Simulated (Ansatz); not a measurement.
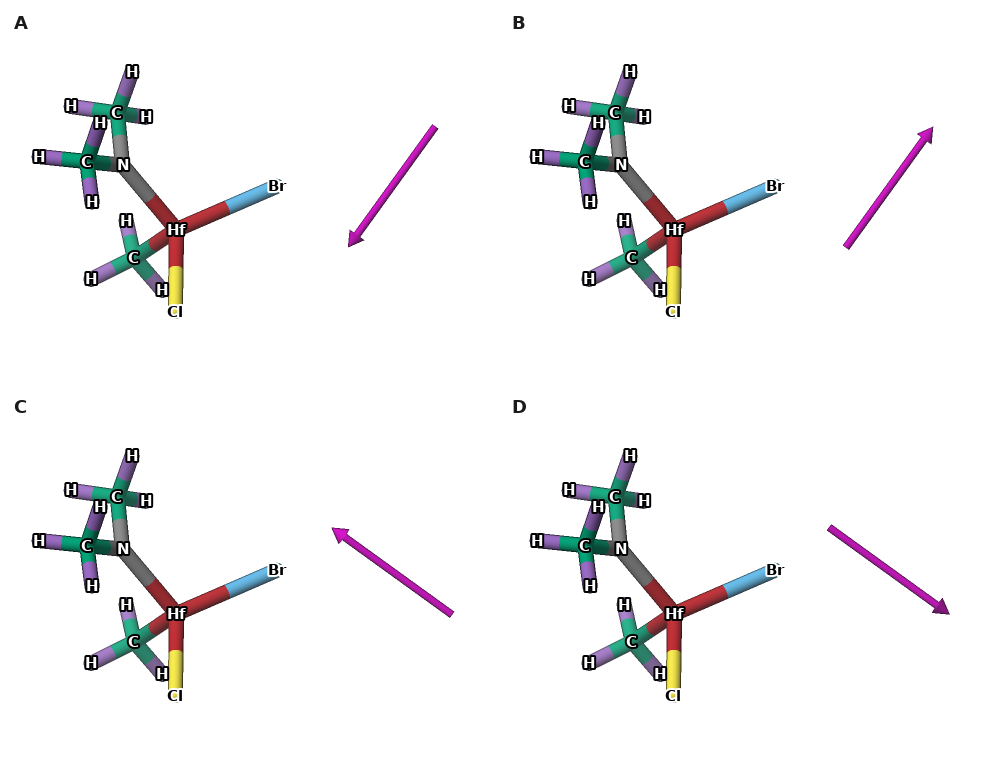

The same molecule four times, each with an arrow. The species is neutral and a spin singlet. The geometry was computed by an optimisation with PBE0-D4/def2-TZVP. Properties computed with RKS PBE0-D4/def2-TZVP, core potentials on Hf (Ansatz 0.2.0).

> Which arrow points along the dipole moment, from the negative to the positive end?

C. The dipole moment is 3.07 D.
